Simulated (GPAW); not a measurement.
**SnBrCl (SMILES [Cl][Sn][Br]): a first try and a second**

Aim: the charge distribution of SnBrCl at RPBE/real-space grid (scalar-relativistic datasets).

The results are computed with GPAW 26.7.0.

1 further run of the same task is left out (set aside as unsound or not needed).

## (1) The structure to begin with

SnBrCl has 3 atoms, charge 0, and is taken as a singlet. SMILES: `[Cl][Sn][Br]`. The shape comes from GFN2-xTB, which is rough for such elements, and wasn't checked as a minimum.

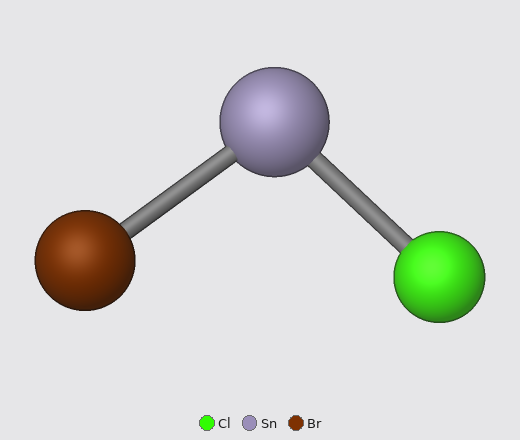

The structure, seen from a chosen angle (chlorine green, tin purple, bromine brown).

## (2) The input as first written

Contents of sp.py:

```python
import numpy as np
from ase.io.zmatrix import parse_zmatrix
from ase.units import Debye
from gpaw import GPAW

zmat = """
Cl
Sn 1 r2
Br 2 r3 1 a3
"""
values = dict(r2=2.3814, r3=2.536301, a3=100.21298)
atoms = parse_zmatrix(zmat, defs=values)
atoms.center(vacuum=4.5)

dft = GPAW(mode="fd",
           h=0.2,
           xc="RPBE",
           occupations={"name": "fermi-dirac", "width": 2.0},
           maxiter=90,
           txt="-")
atoms.calc = dft

energy = atoms.get_potential_energy()
print(f"Energy = {energy:.5f} eV")
forces = atoms.get_forces()
print("Forces (eV/Ang)")
for symbol, f in zip(atoms.symbols, forces):
    print(f'{symbol:2} {f[0]:9.4f} {f[1]:9.4f} {f[2]:9.4f}')
dipole = atoms.get_dipole_moment() / Debye
print(f"Dipole                  {np.linalg.norm(dipole):.3f} D")
homo, lumo = dft.get_homo_lumo()
print(f"HOMO                    {homo:.3f} eV")
print(f"LUMO = {lumo:.3f} eV")
print(f"Gap: {lumo - homo:.3f} eV")
```

Command:

```sh
$ python3 sp.py
```

The log of the run:

```text
[...]
Number of symmetries: 2
[...]
  Number of IBZ points: 1
[...]
Spin-components: 1 (collinear spins)
Bands:           17
[...]
  Valence electrons: 28.0
[...]
  Grid points: [60 56 44]
  Charge: 0.0  # |e|
[...]
    cutoffs:
[...]
occupation numbers:
  Fermi-Dirac:
[...]
xc functional:
  name: RPBE with 2 nearest neighbor stencil
[...]
|iter     |     time |      energy | eigst |  dens |
[...]
|iter:   1| 00:00:01 |   -8.699532 | +0.41 |       |
[...]
|iter:  20| 00:00:14 |   -8.748490c| -7.49c| -6.12c|
Converged in 20 steps
[...]
Energy contributions relative to reference atoms: (reference = -251487.297188)
Energy contributions:
  Kinetic:          21.002426
  Coulomb:         -16.784837
  Zero:              0.219833
  External:          0.000000
  Xc:               -5.326612
  Entropy:         -15.718599
  Spinorbit:         0.000000
  ----------------------------
  Free energy:     -16.607790
  Extrapolated:     -8.748490
dipole moment: (-0.014595, 0.154617, 0.000000)  # |e|*Ang
Fermi level: -4.554
Eigenvalues  # (at kpt = [0.000, 0.000, 0.000])
| band index |      eig [eV] | occ [0-2] |
|------------|---------------|-----------|
|          0 |       -26.234 |     2.000 |
|        ... |               |           |
|          6 |       -20.796 |     1.999 |
|          7 |       -12.184 |     1.957 |
|          8 |        -9.685 |     1.857 |
|          9 |        -9.032 |     1.807 |
|         10 |        -8.992 |     1.804 |
|         11 |        -8.469 |     1.753 |
|         12 |        -8.352 |     1.740 |
|         13 |        -7.147 |     1.571 |
|         14 |        -3.459 |     0.733 |
|         15 |        -1.821 |     0.406 |
[...]
Gap: 3.688 eV
Transition (v -> c):
[...]
Forces (eV/Ang)
Cl   -3.0263    0.0201    0.0000
Sn    2.5171   -2.8667    0.0000
Br    0.5027    2.9128    0.0000
Dipole                  0.746 D
HOMO                    -7.147 eV
LUMO = -3.459 eV
Gap: 3.688 eV
```

It took 15 s on 1 thread of Arm Neoverse V2, shared host; peak memory 0.45 GiB.

## (3) What went wrong

It ran to the end. The result can't be trusted all the same.

What is wrong: the smearing is far too wide. The sound input differs in these keys, not all of which need be the cause: smear at its default in place of fermi-dirac; width at its default in place of 2.

## (4) The mended input

Contents of run.py:

```python
import numpy as np
from ase.io.zmatrix import parse_zmatrix
from ase.units import Debye
from gpaw import GPAW

molecule = parse_zmatrix("""
Cl
Sn 1 2.3814
Br 2 2.536301 1 100.21298
""")
molecule.center(vacuum=4.5)

calc = GPAW(mode='fd', h=0.2, xc='RPBE', maxiter=100, txt='-')
molecule.calc = calc

energy = molecule.get_potential_energy()
print(f'Energy: {energy:.5f} eV')
forces = molecule.get_forces()
print('Forces (eV/Ang)')
for symbol, f in zip(molecule.symbols, forces):
    print(f'{symbol:2} {f[0]:9.4f} {f[1]:9.4f} {f[2]:9.4f}')
dipole = molecule.get_dipole_moment() / Debye
print(f'Dipole: {np.linalg.norm(dipole):.3f} D')
homo, lumo = calc.get_homo_lumo()
print(f'HOMO = {homo:.3f} eV')
print(f'LUMO: {lumo:.3f} eV')
print(f'Gap: {lumo - homo:.3f} eV')
```

Command:

```sh
$ OMP_NUM_THREADS=1 python run.py
```

The log of the run:

```text
[...]
Number of symmetries: 2
[...]
  Number of IBZ points: 1
[...]
Spin-components: 1 (collinear spins)
Bands:           17
[...]
  Valence electrons: 28.0
[...]
  Grid points: [60 56 44]
  Charge: 0.0  # |e|
[...]
    cutoffs:
[...]
occupation numbers:
  # Zero width
[...]
xc functional:
  name: RPBE with 2 nearest neighbor stencil
[...]
|iter     |     time |      energy | eigst |  dens |
[...]
|iter:   1| 00:00:02 |   -9.743802 | +0.23 |       |
[...]
|iter:  13| 00:00:10 |   -9.018158c| -7.40c| -5.81c|
Converged in 13 steps
[...]
Energy contributions relative to reference atoms: (reference = -251487.297188)
Energy contributions:
  Kinetic:          15.304635
  Coulomb:         -16.597439
  Zero:              0.219610
  External:          0.000000
  Xc:               -7.944963
  Entropy:           0.000000
  Spinorbit:         0.000000
  ----------------------------
  Free energy:      -9.018158
  Extrapolated:     -9.018158
dipole moment: (0.429640, -0.490045, -0.000000)  # |e|*Ang
Fermi level: -5.227
Eigenvalues  # (at kpt = [0.000, 0.000, 0.000])
| band index |      eig [eV] | occ [0-2] |
|------------|---------------|-----------|
|          0 |       -26.985 |     2.000 |
|        ... |               |           |
|          6 |       -19.399 |     2.000 |
|          7 |       -11.975 |     2.000 |
|          8 |        -8.749 |     2.000 |
|          9 |        -7.950 |     2.000 |
|         10 |        -7.935 |     2.000 |
|         11 |        -7.264 |     2.000 |
|         12 |        -7.046 |     2.000 |
|         13 |        -6.723 |     2.000 |
|         14 |        -3.732 |     0.000 |
|         15 |        -1.678 |     0.000 |
[...]
Gap: 2.991 eV
Transition (v -> c):
[...]
Forces (eV/Ang)
Cl   -0.3464    0.0082    0.0000
Sn    0.3107   -0.2365    0.0000
Br    0.0372    0.2775    0.0000
Dipole: 3.130 D
HOMO = -6.723 eV
LUMO: -3.732 eV
Gap: 2.991 eV
```

Wall time 10 s (1 thread of Arm Neoverse V2, shared host); peak memory 0.42 GiB.

## (5) Outcome

Level: RPBE/real-space grid (scalar-relativistic datasets).

| quantity | value |
| --- | --- |
| energy as printed (from the program's reference atoms) | -9.0182 eV |
| dipole moment | 3.13 D |
| HOMO energy | -6.72 eV |
| LUMO energy | -3.73 eV |
| HOMO–LUMO gap | 2.99 eV |

The first attempt's energy was +0.270 eV off this one.
